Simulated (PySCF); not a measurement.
# N2 (nitrogen): B3LYP/STO-3G

What is the vertical singlet–triplet gap of N2 (nitrogen) at B3LYP/STO-3G? Input form: a Python script.

The calculation is run with PySCF 2.14.0.

15 further runs of the same task are left out: 6 that didn't finish, 9 set aside as unsound or not needed.

## (1) The structure to begin with

N2: 2 atoms, total charge 0, spin state singlet. SMILES: `N#N`. The shape is that of a PBE0-D4/def2-TZVP optimisation.

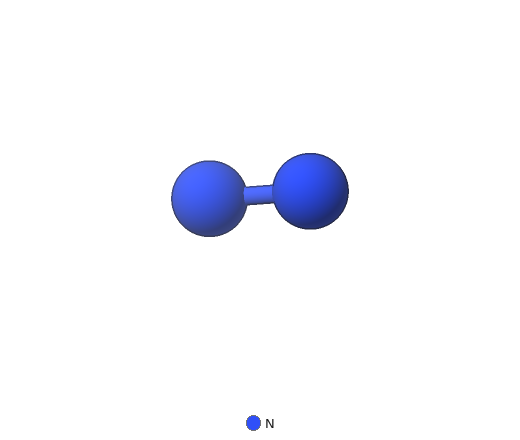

Viewed from a chosen angle; nitrogen blue.

## (2) A single-point energy at B3LYP/STO-3G

File start.xyz:

```xyz
2
N2
N      0.465500    -0.150300     0.239800
N     -0.465500     0.150300    -0.239800
```

File run.py:

```python
# N#N
from pyscf import gto, dft

system = gto.M(
    atom='start.xyz',
    max_memory=1860,
    charge=0,
    verbose=4,
    basis='sto-3g',
    spin=0,
)

mf = dft.RKS(system, xc='b3lyp')
mf.grids.level = 5
mf.conv_tol = 1e-10
mf.kernel()
if not mf.converged:
    mf = mf.newton().run(mf.mo_coeff, mf.mo_occ)

e_tot = mf.e_tot
print('E(%s) = %.9f' % ('B3LYP', e_tot))
```

The run is started by

```bash
OMP_NUM_THREADS=1 python run.py
```

Standard output:

```text
PySCF version 2.14.0

[INPUT] num. atoms = 2
[INPUT] num. electrons = 14
[INPUT] charge = 0
[INPUT] spin (= nelec alpha-beta = 2S) = 0
[INPUT] symmetry False subgroup None
[INPUT] Mole.unit = angstrom
[INPUT] Symbol           X                Y                Z      unit          X                Y                Z       unit  Magmom
[INPUT]  1 N      0.465500000000  -0.150300000000   0.239800000000 AA    0.879667510985  -0.284025836522   0.453156324671 Bohr   0.0
[INPUT]  2 N     -0.465500000000   0.150300000000  -0.239800000000 AA   -0.879667510985   0.284025836522  -0.453156324671 Bohr   0.0

nuclear repulsion = 23.7983417806894
number of shells = 6
number of NR pGTOs = 30
number of NR cGTOs = 10
basis = sto-3g
ecp = {}

******** <class 'pyscf.dft.rks.RKS'> ********
method = RKS
initial guess = minao
damping factor = 0
level_shift factor = 0
DIIS = <class 'pyscf.scf.diis.CDIIS'>
diis_start_cycle = 1
diis_space = 8
diis_damp = 0
SCF conv_tol = 1e-10
SCF conv_tol_grad = None
SCF max_cycles = 50
direct_scf = True
direct_scf_tol = 1e-13
XC library pyscf.dft.libxc version 7.0.0
    S. Lehtola, C. Steigemann, M. J.T. Oliveira, and M. A.L. Marques.,  SoftwareX 7, 1–5 (2018)
XC functionals = b3lyp
    P. J. Stephens, F. J. Devlin, C. F. Chabalowski, and M. J. Frisch.,  J. Phys. Chem. 98, 11623 (1994)
radial grids:
    Treutler-Ahlrichs [JCP 102, 346 (1995); DOI:10.1063/1.469408] (M4) radial grids

becke partition: Becke, JCP 88, 2547 (1988); DOI:10.1063/1.454033
pruning grids: <function nwchem_prune>
grids dens level: 5
symmetrized grids: False
atomic radii adjust function: <function treutler_atomic_radii_adjust>
small_rho_cutoff = 0
Set gradient conv threshold to 1e-05
Initial guess from minao.
tot grids = 84232
init E= -108.327258286015
  HOMO = -0.331982616423974  LUMO = 0.0408222615767009  gap/eV = 10.14454
cycle= 1 E= -108.030065419145  delta_E= 0.297  |g|= 0.0757  |ddm|= 2.38
  HOMO = -0.347773934828644  LUMO = 0.0532385567701362  gap/eV = 10.91211
cycle= 2 E= -108.031843244357  delta_E= -0.00178  |g|= 0.00265  |ddm|= 0.227
  HOMO = -0.348237733757616  LUMO = 0.0551578710277553  gap/eV = 10.97695
cycle= 3 E= -108.031843935902  delta_E= -6.92e-07  |g|= 3.5e-05  |ddm|= 0.0038
  HOMO = -0.348241218538032  LUMO = 0.0551779915926097  gap/eV = 10.97760
cycle= 4 E= -108.03184393595  delta_E= -4.82e-11  |g|= 3.01e-08  |ddm|= 1.61e-05
  HOMO = -0.348241198295781  LUMO = 0.0551780203944851  gap/eV = 10.97760
Extra cycle  E= -108.03184393595  delta_E= 5.68e-14  |g|= 1.17e-09  |ddm|= 9.76e-08
converged SCF energy = -108.03184393595
E(B3LYP) = -108.031843936
```

Run time: 1 s. Hardware: 1 thread of Arm Neoverse V1, shared host; peak memory 0.15 GiB.

## (3) The triplet

File run.py:

```python
from pyscf import gto, dft

mol = gto.M(
    atom='''
N      0.879668    -0.284026     0.453156
N     -0.879668     0.284026    -0.453156
''',
    unit='bohr',
    spin=2,
    charge=0,
    verbose=3,
    max_memory=1860,
    basis='sto-3g',
)

mf = dft.UKS(mol, xc='b3lyp')
mf.grids.level = 5
mf.conv_tol = 1e-10
mf.kernel()
if not mf.converged:
    mf = mf.newton().run(mf.mo_coeff, mf.mo_occ)

etot = mf.e_tot
print('Final energy', etot)
```

The run is started by

```bash
OMP_NUM_THREADS=1 python run.py
```

Standard output:

```text
WARN: HOMO 0.0408221434425555 >= LUMO -0.331982554794678

WARN: HOMO -0.0614370974017676 >= LUMO -0.216109377664055

WARN: HOMO -0.057218793724392 >= LUMO -0.213053415493869

WARN: HOMO -0.0571331399737651 >= LUMO -0.21275593333932

WARN: HOMO -0.0571373499711064 >= LUMO -0.21275562358462

WARN: HOMO -0.0571373558794561 >= LUMO -0.212755467373561

converged SCF energy = -107.752174436403  <S^2> = 2.0009064  2S+1 = 3.0006042
Final energy -107.7521744364031
```

Wall time 1.4 s (1 thread of Arm Neoverse V1, shared host); peak memory 0.15 GiB.

## (4) Results

Level: B3LYP/STO-3G.

| quantity | value |
| --- | --- |
| singlet: total energy | -108.03184 Eh |
| singlet: dipole moment | 0.00 D |
| singlet: HOMO energy | -9.48 eV |
| singlet: LUMO energy | 1.50 eV |
| singlet: HOMO–LUMO gap | 10.98 eV |
| triplet: total energy | -107.75217 Eh |
| triplet: dipole moment | 0.00 D |
| triplet: HOMO energy (highest over α and β) | -1.55 eV |
| triplet: ⟨S²⟩ | 2.001 |
| vertical energy of the triplet above the singlet | 7.610 eV |

What this shows: At this shape the triplet lies 7.61 eV (734 kJ/mol) above the singlet. In a minimal basis such a difference can be off by several eV, whatever the method.
